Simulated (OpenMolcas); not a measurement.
# HfCl4 (hafnium tetrachloride) at HF/def2-TZVP (Cholesky decomposition, core potential)

What is the vertical ionisation energy of HfCl4 (hafnium tetrachloride) at HF/def2-TZVP (Cholesky decomposition, core potential)? 

The calculation is run with OpenMolcas 26.06.

**1. The molecule**

The species is HfCl4 (5 atoms), meant as a singlet with charge 0. SMILES: `[Cl][Hf]([Cl])([Cl])[Cl]`. The shape comes from GFN2-xTB, which is rough for such elements, and wasn't checked as a minimum.

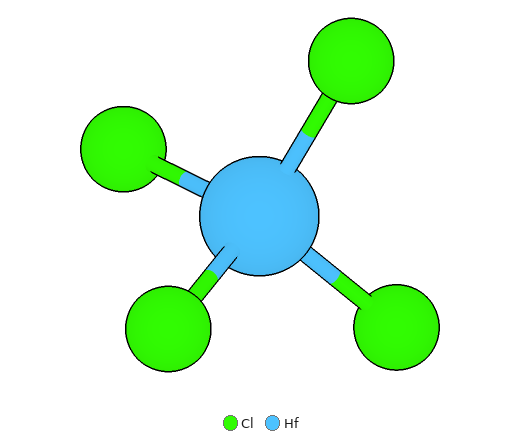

The structure, seen from a chosen angle (chlorine green, hafnium blue).

**2. The energy at HF/def2-TZVP (Cholesky decomposition, core potential)**

Contents of job.input:

```
&GATEWAY
  BasLib=$CurrDir
  Coord
  5
  bohr
  Cl    -0.10803564    -0.40324866     4.22176155
  Hf     0.01139505    -0.00300466     0.00245664
  Cl     2.76221268    -2.78409570    -1.63208086
  Cl    -3.86097503    -0.74545916    -1.56165077
  Cl     1.19542185     3.93580819    -1.03048655
  Basis=def2-TZVP
  Group=NoSym

&SEWARD
  High

&SCF
  PrOrbitals=1 1
```

The basis set def2-TZVP is read from a file made from the Basis Set Exchange's data (not shown).

Command:

```sh
$ export MOLCAS_MEM=1860
$ pymolcas job.input > job.log
```

The log of the run:

```text
--- Start Module: gateway ---
[...]
--- Stop Module: gateway /rc=_RC_ALL_IS_WELL_ ---
--- Start Module: seward ---
[...]
      Basis functions          188
--- Stop Module: seward /rc=_RC_ALL_IS_WELL_ ---
[...]
--- Start Module: scf ---
[...]
       Convergence after  11 Iterations
[...]
::    Total SCF energy                              -1885.8628626351
[...]
      Total spin, S                                     0.0000000000
[...]
      Total electronic charge=   80.000000
      Total            charge=   -0.000000
[...]
      Dipole Moment (debye):
      Origin of the operator (angstrom)=    0.0027   -0.0007    0.0006
                   X=  4.6264E-02               Y= -1.2627E-02               Z=  1.0851E-02           Total=  4.9169E-02
      Quadrupole Moment (debye*angstrom):
[...]
--- Stop Module: scf /rc=_RC_ALL_IS_WELL_ ---
[...]
```

It took 59 s on 1 thread of Arm Neoverse V1, shared host; peak memory 0.23 GiB.

**3. The doublet cation**

Contents of job.input:

```
* Cl4Hf Hartree-Fock
>>> EXPORT MOLCAS_PRINT=2

&GATEWAY
 BASLIB=$CurrDir
 COORD
 5
 bohr
 Cl    -0.10803564    -0.40324866     4.22176155
 Hf     0.01139505    -0.00300466     0.00245664
 Cl     2.76221268    -2.78409570    -1.63208086
 Cl    -3.86097503    -0.74545916    -1.56165077
 Cl     1.19542185     3.93580819    -1.03048655
 BASIS=def2-TZVP
 GROUP=NoSym

&SEWARD
 HIGH

&SCF
 UHF
 CHARGE=1
 SPIN=2
 PRORBITALS=1 1
```

The basis set def2-TZVP is read from a file made from the Basis Set Exchange's data (not shown).

Command:

```sh
$ export MOLCAS_MEM=1860
$ pymolcas job.input > job.log
```

The log of the run:

```text
--- Start Module: gateway ---
[...]
--- Stop Module: gateway /rc=_RC_ALL_IS_WELL_ ---
--- Start Module: seward ---
[...]
      Basis functions          188
--- Stop Module: seward /rc=_RC_ALL_IS_WELL_ ---
[...]
--- Start Module: scf ---
[...]
       Convergence after 217 Iterations
[...]
::    Total SCF energy                              -1885.4382714131
[...]
      Total spin, S                                     0.5061137931
[...]
      Total electronic charge=   79.000000
      Total            charge=    1.000000
[...]
      Dipole Moment (debye):
      Origin of the operator (angstrom)=    0.0027   -0.0007    0.0006
                   X= -5.5988E+00               Y= -1.0440E+00               Z= -2.0801E+00           Total=  6.0633E+00
      Center of Charge (angstrom)
[...]
--- Stop Module: scf /rc=_RC_ALL_IS_WELL_ ---
[...]
```

Wall time 16 min (1 thread of Arm Neoverse V1, shared host); peak memory 0.33 GiB.

**4. What came out**

At HF/def2-TZVP (Cholesky decomposition, core potential):

| quantity | value |
| --- | --- |
| singlet HfCl4: total energy | -1885.86286 Eh |
| singlet HfCl4: dipole moment | 0.05 D |
| singlet HfCl4: HOMO energy | -12.98 eV |
| singlet HfCl4: LUMO energy | 2.02 eV |
| singlet HfCl4: HOMO–LUMO gap | 14.99 eV |
| doublet cation: total energy | -1885.43827 Eh |
| doublet cation: HOMO energy (highest over α and β) | -17.23 eV |
| doublet cation: LUMO energy (lowest over α and β) | -9.94 eV |
| doublet cation: ⟨S²⟩ | 0.762 |
| vertical ionisation energy (to the doublet cation) | 11.554 eV |

**Reading.** Removing an electron at fixed nuclei costs 11.55 eV (266 kcal/mol). The negative HOMO energy of the first species, 12.98 eV, lies 1.42 eV above that difference. Mulliken charges (singlet HfCl4) run from -0.39 on Cl4 to +1.54 on Hf2. Mulliken charges (doublet cation) run from -0.27 on Cl3 to +1.47 on Hf2.
